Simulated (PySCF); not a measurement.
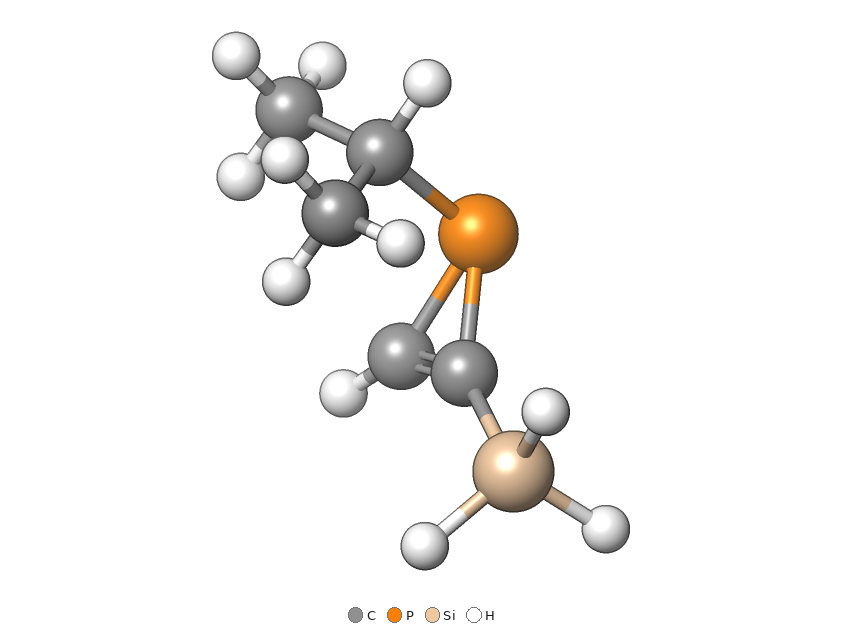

Computed geometry: GFN2-xTB optimisation. No frequency run is at hand to confirm it as a minimum.

Give the structural formula.

SMILES: CC(C)P1C=C1[SiH3]

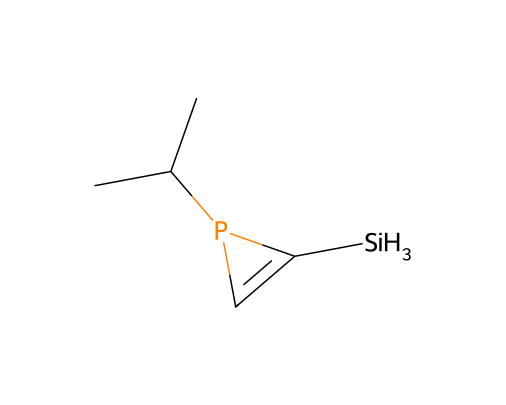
